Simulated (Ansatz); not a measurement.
# InH2F (SMILES [H][In]([H])[F]): MP2/STO-3G

Aim: the vertical ionisation energy of InH2F at MP2/STO-3G, from 2 runs. 

The calculation is run with Ansatz 0.2.0.

58 further runs of the same task are left out: 2 that didn't finish, 56 set aside as unsound or not needed.

**1. The system as given**

The species is InH2F (4 atoms), meant as a singlet with charge 0. As SMILES, `[H][In]([H])[F]`. Geometry: a GFN2-xTB relaxation, a rough one for these elements and not checked as a minimum.

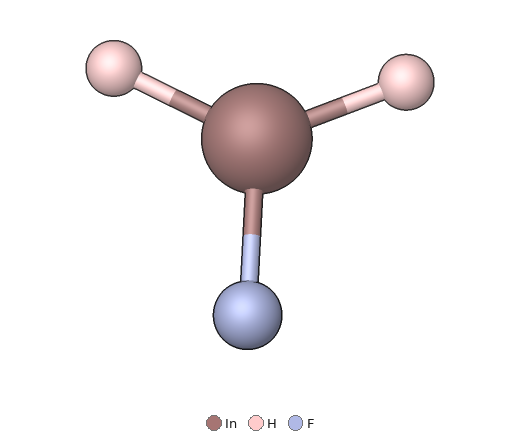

Viewed from a chosen angle; indium brown, hydrogen pink, fluorine light blue.

**2. The energy at MP2/STO-3G**

Input file input.yaml:

```yaml
crystal:
  periodic: [false, false, false]
  atoms:
    - symbol: In
      position_ang: [0.069180, 0.117330, -0.000190]
    - symbol: H
      position_ang: [1.751200, -0.073770, 0.013580]
    - symbol: H
      position_ang: [-0.891440, 1.509340, -0.018860]
    - symbol: F
      position_ang: [-0.928940, -1.552910, 0.005460]
basis:
  gaussian:
    orbitals: STO-3G
accuracy: high
correlation:
  method: mp2
  frozen_orbitals: {F: 1, H: 0, In: 18}
```

Launch:

```sh
ansatz run input.yaml --threads 1 --pin off --max-ram 2610MiB --events-out events.jsonl --progress --plain --runs-dir runs
```

Standard output:

```text
Warning: RAYON_NUM_THREADS=1 ignored (pool sized by the plan → 1); use --threads N
Functional definition: HF
  name "HF"
  exchange = exact_x
  correlation = 0
623 factors; integrals over basis functions are off by at most 4.0e-9 eV
mean field evaluation 1: about -157335.6903 eV, gradient 1.8e1 eV
mean field evaluation 2: about -157335.7117 eV, gradient 1.7e1 eV
mean field evaluation 4: about -157337.8238 eV, gradient 1.5e0 eV
mean field evaluation 8: about -157337.8409 eV, gradient 9.7e-5 eV
mean field -157337.84092273 eV, -5782.0590064915 hartree, gradient 7.2e-9 eV, S^2 0.000000; 0 other end points of the search recorded, 0 dependent functions left out
19 core orbitals not correlated: weight in the atoms' cores, before any rotation towards them, 1.000 or more for the frozen orbitals, at most 0.000 for the correlated occupied ones
reference -157337.84092273 eV, -5782.0590064915 hartree; 11, 11 occupied and 4, 4 virtual orbitals, 623 factors
second order -1.38118733 eV of doubles, -0.00000000 eV of singles
Total energy: -157339.22211006 eV, -5782.1097641896 hartree
```

Wall time 0.44 s (1 thread of Arm Neoverse V2, shared host).

**3. The doublet cation**

Input file molecule.yaml:

```yaml
basis:
  gaussian:
    orbitals: STO-3G
crystal:
  periodic: [false, false, false]
  atoms:
    - symbol: In
      position_ang: [0.069180, 0.117330, -0.000190]
    - symbol: H
      position_ang: [1.751200, -0.073770, 0.013580]
    - symbol: H
      position_ang: [-0.891440, 1.509340, -0.018860]
    - symbol: F
      position_ang: [-0.928940, -1.552910, 0.005460]
total_charge: 1
magnetization:
  spin_polarized: true
  initial_magnetization: 1
correlation:
  method: mp2
  frozen_orbitals: {F: 1, H: 0, In: 18}
accuracy: high
```

Launch:

```sh
ansatz run molecule.yaml --threads 1 --pin off --max-ram 2610MiB --events-out events.jsonl --progress --plain --runs-dir runs
```

Standard output, cut to the lines that bear on the results:

```text
Warning: RAYON_NUM_THREADS=1 ignored (pool sized by the plan → 1); use --threads N
[... 2 set-up lines as earlier in the session ...]
[...]
622 factors; integrals over basis functions are off by at most 4.0e-9 eV
[...]
mean field -157332.20828067 eV, -5781.8520107137 hartree, gradient 2.7e-8 eV, S^2 0.751957; 5 other end points of the search recorded, 0 dependent functions left out
19 core orbitals not correlated: weight in the atoms' cores, before any rotation towards them, 1.000 or more for the frozen orbitals, at most 0.000 for the correlated occupied ones
reference -157332.20828067 eV, -5781.8520107137 hartree; 11, 10 occupied and 4, 5 virtual orbitals, 622 factors
second order -0.82772266 eV of doubles, -0.00000000 eV of singles
Total energy: -157333.03600333 eV, -5781.8824289604 hartree
```

Run time: 0.82 s. Hardware: 1 thread of Arm Neoverse V2, shared host; peak memory 0.11 GiB.

**4. Outcome**

At MP2/STO-3G, 19 core orbitals frozen:

| quantity | value |
| --- | --- |
| singlet InH2F: total energy | -5782.10976 Eh |
| singlet InH2F: correlation energy (19 core orbitals frozen) | -50.8 mEh |
| doublet cation: total energy | -5781.88243 Eh |
| doublet cation: correlation energy (19 core orbitals frozen) | -30.4 mEh |
| doublet cation: ⟨S²⟩ of the reference determinant | 0.752 |
| vertical ionisation energy (to the doublet cation) | 6.186 eV |

What this shows: Removing an electron at fixed nuclei costs 6.19 eV (597 kJ/mol). In a minimal basis such a difference can be off by several eV, whatever the method. Relativity is left out (singlet InH2F) although the molecule holds a heavy atom. Relativity is left out (doublet cation) although the molecule holds a heavy atom.
